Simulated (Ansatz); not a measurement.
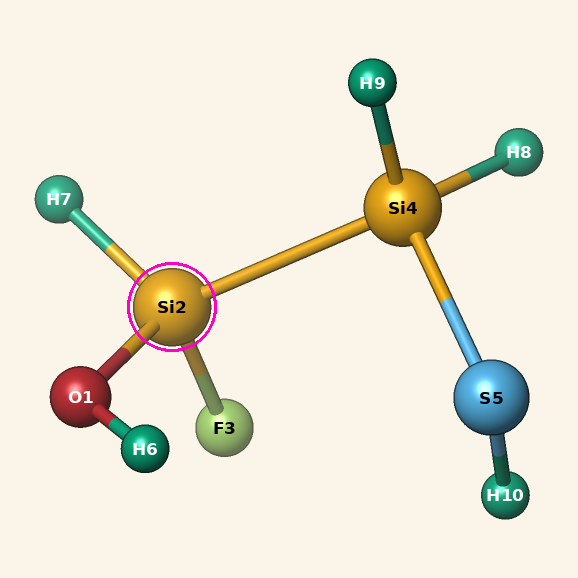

Atoms fade into the background with distance from the viewer. Circles mark the stereogenic atoms. The computed structure is the end point of a PBE0-D4/def2-TZVP optimisation. No frequency run is at hand to confirm it as a minimum.

Q: Assign CIP descriptors.

A: Si2: R (priorities Si4 > F3 > O1 > H7).
